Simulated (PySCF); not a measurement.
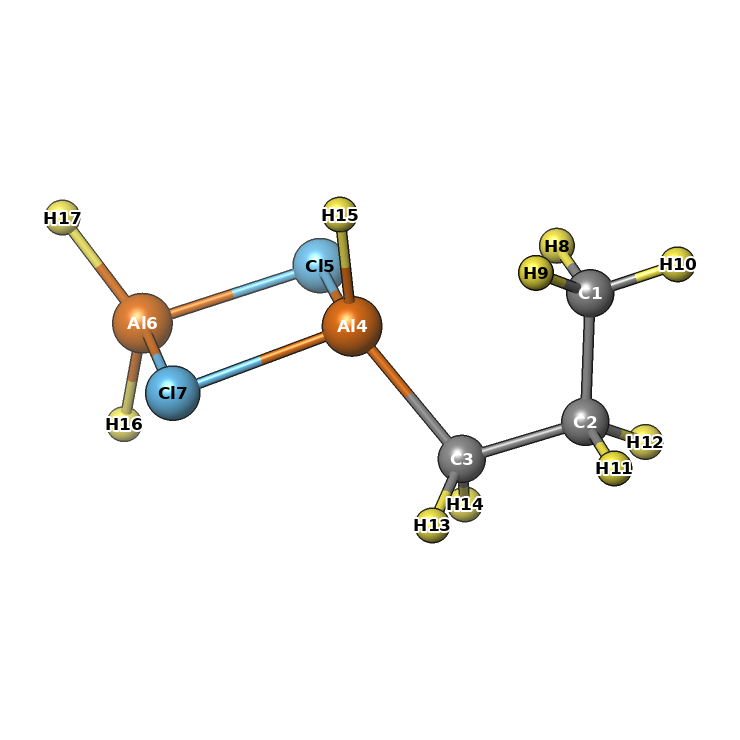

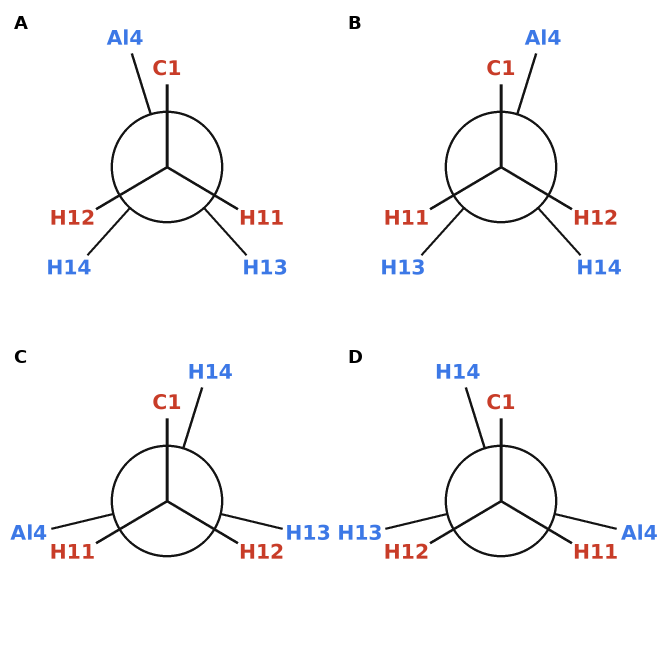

Distant atoms are faded towards the background colour. Bonds that would overlap in a projection are set slightly apart. Geometry: an image of a reaction path computed with GFN2-xTB, not a minimum.

**Which Newman projection shows the view along C2–C3, with C2 in front?**

B. The torsion angle C1–C2–C3–Al4 is 1°, synperiplanar (eclipsed).
